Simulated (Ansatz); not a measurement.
System: BW$_{3}$.

Input file:

```
crystal:
  lattice:
    - [0.0, 3.048279057, 3.048279057]
    - [3.048279057, 0.0, 3.048279057]
    - [3.048279057, 3.048279057, 0.0]
  atoms:
    - { symbol: B, position: [0.0, 0.0, 0.0] }
    - { symbol: W, position: [0.25, 0.25, 0.25] }
    - { symbol: W, position: [0.75, 0.75, 0.75] }
    - { symbol: W, position: [0.5, 0.5, 0.5] }
basis:
  ecutwfc: 420
kpoints:
  mp_grid: { grid: [14, 14, 14] }
hamiltonian:
  xc: pbe
scf:
  occupations: { method: gaussian, width: 0.1 }
output:
  forces: true
  stress: true
  eigenvalues: true
  write_density: true
  write_potential: true
  elf: true
  volumetric_format: npy
relax:
  adjacent_minimum: "off"
  f_tol: 0.01
  max_steps: 80
  cell: { stress_tol: 0.05 }
```

Run with:

```sh
ansatz run input.yaml --threads 1 --pin off --max-ram 2560MiB --backend cpu --events-out ev --progress --plain --runs-dir out
```

Below, planes, directions and counts refer to the conventional cell (a = 6.09 Å, b = 6.09 Å, c = 6.09 Å, α = 90.00°, β = 90.00°, γ = 90.00°).

The fields are those of the run's last geometry, not of the input's.

Space group Fm-3m; a structure generated by program, which may or may not match a known phase; computed without spin polarisation.

These are results of Ansatz 0.2.0, DFT PBE, scalar-relativistic, plane waves, PAW, not measurements.

**What can the converged valence pseudo-density and electron localisation function tell about the bonding?**

B–W (2.64 Å): ρ is about 0.29 e/Å³ halfway; the ELF peaks at about 0.65 in the valence shell of B, 0.8 Å from its nucleus, and is about 0.20 at the midpoint.
W–W (2.64 Å): ρ at the midpoint is about 0.5 e/Å³; the ELF is about 0.40 at the midpoint.
B–W (3.05 Å): the density is about 0.23 e/Å³ at the midpoint; the ELF peaks at about 0.65 in the valence shell of B, 0.8 Å from its nucleus, and is about 0.30 at the midpoint.

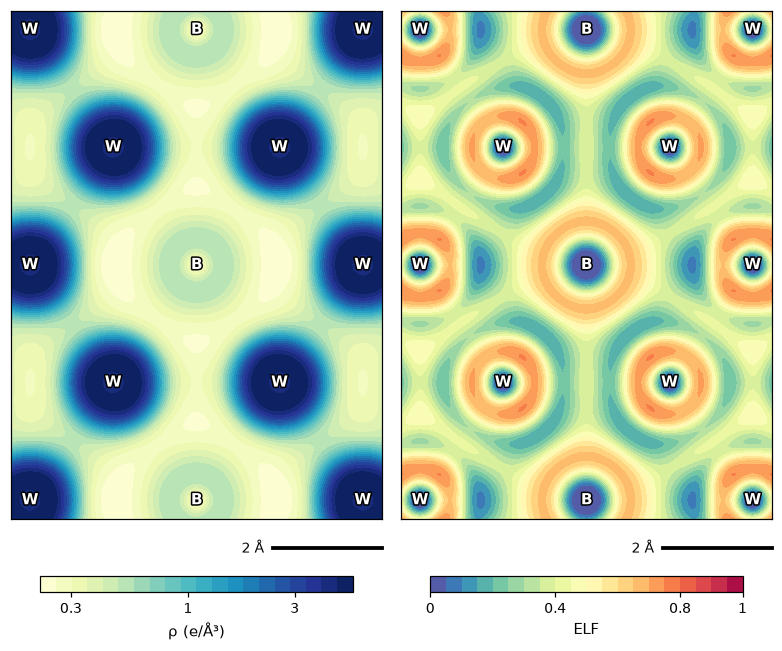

Computed valence pseudo-density and electron localisation function on the (101) plane of the conventional cell, in this order. 
